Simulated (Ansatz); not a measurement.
# Debugging a many-body input for KMgF3 (Pm-3m)

Aim: the G0W0 gap of KMgF3 (Pm-3m). The first input has a fault.

Program: Ansatz 0.2.0. Level of theory: G0W0 on PBE, plane waves, PAW; PAW set soft_1. Results are calculated unless marked as measured.

### 1. The starting structure

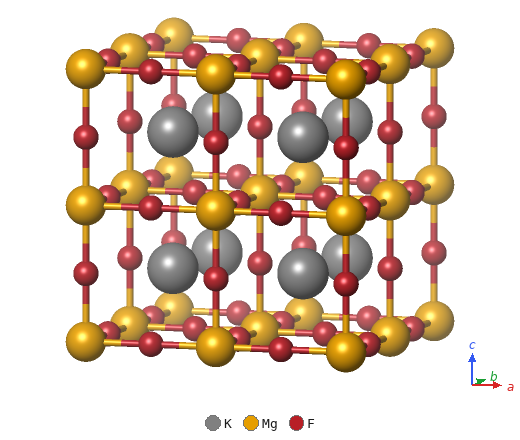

The starting structure, seen slightly off an axis (potassium grey, magnesium orange, fluorine red). 2×2×2 cells are drawn. Some periodic images of atoms are drawn too.

As a file:

```cif
data_structure
_symmetry_space_group_name_H-M 'Pm-3m'
_symmetry_Int_Tables_number 221
_cell_length_a 3.9859
_cell_length_b 3.9859
_cell_length_c 3.9859
_cell_angle_alpha 90.000
_cell_angle_beta 90.000
_cell_angle_gamma 90.000
_cell_volume 63.33
loop_
_atom_site_label
_atom_site_type_symbol
_atom_site_symmetry_multiplicity
_atom_site_Wyckoff_symbol
_atom_site_fract_x
_atom_site_fract_y
_atom_site_fract_z
_atom_site_occupancy
K1 K 1 b 0.50000 0.50000 0.50000 1
Mg1 Mg 1 a 0.00000 0.00000 0.00000 1
F1 F 3 d 0.50000 0.00000 0.00000 1
```

The cell and positions come from the Crystallography Open Database and are kept as given unless a step says otherwise.

### 2. First try

Contents of input.yaml:

```yaml
crystal:
  lattice:
    - [3.9859, 0.0, 0.0]
    - [0.0, 3.9859, 0.0]
    - [0.0, 0.0, 3.9859]
  atoms:
    - { symbol: K, position: [0.5, 0.5, 0.5] }
    - { symbol: Mg, position: [0.0, 0.0, 0.0] }
    - { symbol: F, position: [0.5, 0.0, 0.0] }
    - { symbol: F, position: [0.0, 0.5, 0.0] }
    - { symbol: F, position: [0.0, 0.0, 0.5] }
kpoints:
  mp_grid: { grid: [1, 1, 1] }
hamiltonian:
  xc: pbe
  pseudopotentials: { kind: paw, azcp: { folder: soft_1 } }
scf:
  occupations: { method: fixed }
gw:
  n_empty_bands: 66
  ecut_chi: 60
  qp_bands: [v2, c2]
  qp_kpoints: band_edges
  screening: { model: contour_deformation }
```

Command:

```sh
$ ansatz run input.yaml --threads 3 --pin off --max-ram 92160MiB --backend cuda --events-out ev --progress --plain --runs-dir out --devices 1 --max-vram 13GiB
```

Numbers of over 12 decimals in the logs are rounded to 6 here.

Output:

```text
GPUs: using 1 of 1 available (devices: 1).
Engine: ansatz 0.2.0, x86_64-unknown-linux-gnu
Pseudopotentials: kind: paw
Pseudopotential: K, paw, valence charge 9, recommended cutoff 420 eV (normal), soft_1/K.paw.azcp
Pseudopotential: Mg, paw, valence charge 10, recommended cutoff 420 eV (normal), soft_1/Mg.paw.azcp
Pseudopotential: F, paw, valence charge 7, recommended cutoff 420 eV (normal), soft_1/F.paw.azcp
Functional definition: PBE
  parameter kappa = 0.804
  parameter beta = 0.066725
  exchange = pbe_x(kappa = kappa, mu = beta*pi^2/3)
  correlation = pbe_c(beta = beta)
device memory: the entry about to start is reckoned to put 0.4 GiB on a device that reports 48.2 GiB free (of which the cap on the GPU budget leaves the run 13.0 GiB)
GPU FFT provider: cuFFT
GPU libraries: cuBLAS 13.8.2, cuFFT 12.4.0, cuSOLVER 12.3.4
Crystal: 5 atoms, lattice volume = 63.326 Å³
Basis set: ecut = 420 eV, 1237 PW (Γ)
Bands: 25, of which v1, the nominal top of the filled ones, is band 20 counted from 1 (19 counted from 0)
Symmetry: 48 space group operations
Space group: Pm-3m (ITA 221), of the structure as read, at distance tolerance 4.0e-5 Å
k-points: 1
Non-local potential: K, projectors of the file, l = 0: 3, l = 1: 2, l = 2: 2
Non-local potential: Mg, projectors of the file, l = 0: 3, l = 1: 2, l = 2: 1
Non-local potential: F, projectors of the file, l = 0: 2, l = 1: 2, l = 2: 1
PAW form: soft (Blöchl's): semilocal exchange-correlation on the pseudo side does not see the compensation charge
PAW one-centre angular grid: K, 110 points (default); XC on 64 Gauss nodes
PAW one-centre angular grid: Mg, 110 points (default); XC on 64 Gauss nodes
PAW one-centre angular grid: F, 110 points (default); XC on 64 Gauss nodes
Initial density: superposition of atomic densities (chi_scale 0.1, normalization cell, long waves kept (reshape's long-wave potential 0.00 eV rms))
Initial wavefunctions: pseudopotential atomic-orbital guess
GPU buffer pool allocated for 19683 grid points (all kernels)
GPU transforms: local potential and band sums: pruned to the plane-wave sphere, on 25×25×25
Functional: x = pbe(κ = 0.804, μ = 0.219515), c = pbe(β = 0.066725)
SCF iter   1: F=—  HF=-5893.564375 eV  |F-HF|=—  |Δ(HF+E_count)|=         —  Δρ=1.09e-1  dr2=5.86e0  ethr=3.10e-3  ⟨swp⟩=4.0  Hψ=109  notcnv=0  defer=1
preconditioner: auto → Resta (q_TF=auto, 2.527 Å⁻¹)  ε∞=4.1  [insulator: Δε(μ)=5.295 eV  Ē_g=14.545 eV  n_scr=18 (ndim 8)  ℏωp=25.6 eV  f_vac=0.000  ε∞_Penn≈4.1]
SCF iter   2: F=—  HF=-5891.821683 eV  |F-HF|=—  |Δ(HF+E_count)|=    1.74e0  Δρ=4.21e-2  dr2=1.18e0  ethr=3.10e-3  ⟨swp⟩=3.0  Hψ=58  notcnv=0  defer=1
SCF iter   3: F=—  HF=-5891.576496 eV  |F-HF|=—  |Δ(HF+E_count)|=   2.45e-1  Δρ=1.62e-2  dr2=1.94e-1  ethr=2.95e-3  ⟨swp⟩=3.0  Hψ=46  notcnv=0  defer=2
SCF iter   4: F=—  HF=-5891.557404 eV  |F-HF|=—  |Δ(HF+E_count)|=   1.91e-2  Δρ=5.58e-3  dr2=1.54e-2  ethr=4.84e-4  ⟨swp⟩=3.0  Hψ=45  notcnv=0  defer=2
SCF iter   5: F=—  HF=-5891.558996 eV  |F-HF|=—  |Δ(HF+E_count)|=   1.59e-3  Δρ=9.04e-4  dr2=3.65e-4  ethr=3.86e-5  ⟨swp⟩=4.0  Hψ=49  notcnv=0  defer=2
SCF iter   6: F=—  HF=-5891.559251 eV  |F-HF|=—  |Δ(HF+E_count)|=   2.56e-4  Δρ=1.98e-4  dr2=1.99e-5  ethr=9.13e-7  ⟨swp⟩=2.0  Hψ=47  notcnv=0  defer=2
SCF iter   7: F=—  HF=-5891.559257 eV  |F-HF|=—  |Δ(HF+E_count)|=   6.06e-6  Δρ=3.57e-5  dr2=1.48e-6  ethr=4.96e-8  ⟨swp⟩=2.0  Hψ=39  notcnv=0  defer=2
SCF iter   8: F=-5891.559257 eV  HF=-5891.559257 eV  |F-HF|=3.52e-8  |Δ(HF+E_count)|=   3.02e-7  Δρ=8.84e-6  dr2=8.10e-8  ethr=2.50e-10  ⟨swp⟩=8.0  Hψ=114  notcnv=0
SCF 1 converged in 8 iterations: F = -5891.559257 eV  dr2 = 8.10e-8
[...]
device memory: the entry about to start is reckoned to put 0.5 GiB on a device that reports 48.2 GiB free (of which the cap on the GPU budget leaves the run 13.0 GiB)
NSCF: frozen V_eff on 1 k-points
[...]
device memory: the entry about to start is reckoned to put 0.5 GiB on a device that reports 48.2 GiB free (of which the cap on the GPU budget leaves the run 13.0 GiB)
NSCF: frozen V_eff on 1 k-points
G₀W₀ screening: q 1/1
G₀W₀ self-energy: k 1/1
device memory: the entry about to start is reckoned to put 0.3 GiB on a device that reports 48.1 GiB free (of which the cap on the GPU budget leaves the run 13.0 GiB)
NSCF: frozen V_eff on 1 k-points
device memory: the entry about to start is reckoned to put 0.3 GiB on a device that reports 48.1 GiB free (of which the cap on the GPU budget leaves the run 13.0 GiB)
NSCF: frozen V_eff on 1 k-points
device memory: the entry about to start is reckoned to put 0.3 GiB on a device that reports 48.1 GiB free (of which the cap on the GPU budget leaves the run 13.0 GiB)
NSCF: frozen V_eff on 1 k-points
SCF converged after 8 iterations
Free energy (F): -5891.559257 eV
Harris-Foulkes:  -5891.559257 eV  (|F-HF|=3.52e-8)
Internal energy: -5891.559257 eV  (E = F + TS)
E sigma→0 (E₀):  -5891.559257 eV
Fermi energy:    3.112088 eV
--- Per-component energies (eV) ---
  E_band       = -482.977937
  E_kinetic    = 933.727336
  E_local      = -3859.900429  (includes V_loc(G=0)·N_el)
  E_nonlocal   = 469.830517
  E_hartree    = 1383.228462
  E_xc         = -397.649601
  E_vxc        = -501.918104  (∫ρ·V_xc dr)
  E_paw        = -1699.159889  (= ΣΔE_a)
  E_vpaw       = -291.184665  (= ΣTr[D̂ρ^β])
  E_aug_tail   = 0.001902  (compensation charges beyond the density's cutoff)
  E_ewald      = -2721.637555
  E_smearing   = -0.000000  (= −TS)
  E_closure    = 0.000000  (closes the sum)
  Σ components = -5891.559257   (vs F -5891.559257, Δ=0.00e0)
--- Band table (eV) ---
  k-point 0: bands = [... 16 lower, 2.7888, 3.1121, 3.1121, 3.1121, 10.3765, 12.9764, 12.9764, 15.0313, ... 1 higher]
--- G₀W₀: contour deformation, 5 samples at zero and on the imaginary axis and 1 off it, 1 q-point, 66 empty bands' worth ---
  eigenvalues of the whole cell's RPA ε∞ on this k-mesh (on a slab, of 1 + 4πα/V) = 3.1549, 3.1549, 3.1549; static W/v taken at q = 0 is 0.316969
  bands read: the sum over 86 bands ends inside a degenerate multiplet in 1 slot, whose members it reads at an even weight; the widest, k=0: bands 86 to 87 (counted from 1) at 1/2 each
  gw.qp_kpoints: band_edges: 1 of 1 stored k-point solved, in 1 pass; an edge of the gap read off the rows below is read off those points alone
    ik  band        ε_KS         Σx   Σc(E_QP)       V_xc       Z   E_QP_lin       E_QP  E_QP is
     0    19      3.1121   -32.4614     6.5035   -23.9166  0.7834     1.0133     1.0708  root
     0    20      3.1121   -32.4614     6.5035   -23.9166  0.7834     1.0133     1.0708  root
     0    21     10.3765    -6.4225    -4.5452   -11.7610  0.8260    11.1768    11.1698  root
     0    22     12.9764    -4.4565    -4.6060   -10.3773  0.8275    14.3115    14.2912  root
```

Elapsed: 4.5 s, on 1 × NVIDIA H100 80GB HBM3 (shared by 6 runs) with 3 threads of AMD EPYC 7R13 (Zen 3), shared host; peak memory 1 GiB; 3.8 s of CPU time.

**What went wrong?**

The run ended normally, though the input holds a fault or crude settings.

The fault: one k-point. One point can't sample the density or the screening of a small cell, and the band edges may lie elsewhere in the zone.

It printed a gap of 10.10 eV, which is an artefact of the settings.

### 3. A better input

G0W0 replaces the xc potential by the self-energy, built once from these orbitals. Only a window of levels is corrected, while the sums run over the empty bands that the input names. This step takes PAW set soft_1 files.

input.yaml: that of step 2 with these lines changed.

```diff
@@ -12,3 +12,3 @@
 kpoints:
-  mp_grid: { grid: [1, 1, 1] }
+  mp_grid: { grid: [4, 4, 4] }
 hamiltonian:
@@ -19,4 +19,4 @@
 gw:
-  n_empty_bands: 66
-  ecut_chi: 60
+  n_empty_bands: 264
+  ecut_chi: 150.0
   qp_bands: [v2, c2]
```

Output:

```text
GPUs: using 1 of 1 available (devices: 1).
[...]
GPU FFT provider: cuFFT
GPU libraries: cuBLAS 13.8.2, cuFFT 12.4.0, cuSOLVER 12.3.4
Crystal: 5 atoms, lattice volume = 63.326 Å³
Basis set: ecut = 420 eV, 1237 PW (Γ)
Bands: 25, of which v1, the nominal top of the filled ones, is band 20 counted from 1 (19 counted from 0)
[... 1 set-up line as in the run before ...]
[...]
k-points: 10 of 64
[...]
GPU buffer pool allocated for 19683 grid points (all kernels)
[...]
SCF iter   1: F=—  HF=-5897.934082 eV  |F-HF|=—  |Δ(HF+E_count)|=         —  Δρ=1.38e-1  dr2=9.73e0  ethr=3.10e-3  ⟨swp⟩=4.0  Hψ=1100  notcnv=0  defer=14
[...]
SCF iter   8: F=-5894.704414 eV  HF=-5894.704414 eV  |F-HF|=2.02e-8  |Δ(HF+E_count)|=   8.34e-7  Δρ=4.99e-6  dr2=1.54e-8  ethr=2.50e-10  ⟨swp⟩=9.2  Hψ=1117  notcnv=0
SCF 1 converged in 8 iterations: F = -5894.704414 eV  dr2 = 1.54e-8
[...]
0    19      2.5020   -31.8158     5.2773   -24.0067  0.8114    -0.0846    -0.0298  root
     0    20      2.5020   -31.8158     5.2773   -24.0067  0.8114    -0.0846    -0.0298  root
     0    21     10.1564    -7.2035    -3.2931   -11.8817  0.8904    11.5492    11.5416  root
     0    22     12.9138    -5.0359    -3.5038   -10.4619  0.8905    14.8531    14.8360  root
     1    19      2.3972   -31.6275     5.2923   -23.7754  0.8109    -0.2196    -0.1626  root
     1    20      2.3972   -31.6275     5.2923   -23.7754  0.8109    -0.2196    -0.1626  root
     1    21     11.1709    -8.1451    -3.2457   -12.9044  0.8847    12.6939    12.6844  root
     1    22     13.4064    -5.8786    -3.5034   -11.4573  0.8858    15.5027    15.4818  root
[...]
9    19      2.8226   -32.0704     5.3950   -24.1569  0.8096     0.2493     0.3040  root
     9    20      2.8226   -32.0704     5.3950   -24.1569  0.8096     0.2493     0.3040  root
     9    21     13.2845    -6.2326    -3.6089   -11.9028  0.8868    15.3661    15.3459  root
     9    22     13.2845    -6.2326    -3.6089   -11.9028  0.8868    15.3661    15.3459  root
[key lines of the parts left out:]
SCF converged after 8 iterations
Free energy (F): -5894.704414 eV
Fermi energy:    2.822569 eV
```

It took 11 s on 1 × NVIDIA H100 80GB HBM3 (shared by 6 runs) with 3 threads; peak memory 1.2 GiB; 14 s of CPU time.

This step gave:

```yaml
bands_summed: 284
rpa_eps_infinity_on_this_mesh_eigenvalues: 2.012, 2.012, 2.012
plane_waves_in_the_screening_matrix: 251
q_points_in_the_mesh: 64
g0w0_gap_on_the_mesh: 11.24 eV
k_of_the_valence_top: -0.5, -0.5, -0.5
k_of_the_conduction_bottom: 0, 0, 0
starting_gap_on_the_mesh: 7.334 eV
z_at_the_valence_top: 0.8096
z_at_the_conduction_bottom: 0.8904
least_direct_g0w0_gap_on_the_computed_points: 11.57 eV
```

The gap on the mesh goes from 7.33 eV to 11.24 eV, a correction of +3.90 eV. Between the two edge states, bare exchange in place of the xc potential would open the gap by 12.59 eV, and correlation takes back 8.69 eV.

### 4. Summary of results

| Item | Value |
| --- | --- |
| first try | converged after 4.5 s |
| better run | G0W0 gap on the mesh 11.24 eV (4×4×4 mesh, 264 empty bands, screening to 150 eV, PAW set soft_1 files) |

**Reading.** The second run differs in: mesh, empty bands and screening cutoff (eV). Bands and cutoff are finite, so the gap is not at the basis limit. The miss can reach some tenths of an eV and take either sign; the mesh is an error of its own. The 4×4×4 mesh is coarse for this cell (its supercell is 16 Å along the shortest edge). The RPA ε∞ on it, from the PBE start, is 2.01; such meshes misread the long-range screening, most where the gap is narrow. This is the ideal cubic cell; many perovskites, halides above all, are cubic only on average, and local tilts or off-centring can widen the gap.

[Paths, hosts, dates, memory and timing lines, banners, echoed tables and standing remarks are left out of the program output.]

[Logs are printed without paths, hosts, clocks, repeated set-up lines and the standing remarks that a program may print on its own settings, such as how far it seeks lower states.]

[Runs of the session that timed out or met a known fault of the program may be left out.]

[Cells called generated may have been cut or substituted from an entry of the Crystallography Open Database or the Materials Project.]

[Hosts, paths, dates, database ids (printed as entryN), source tags and the programs' standing remarks are cut or masked in the printed files.]
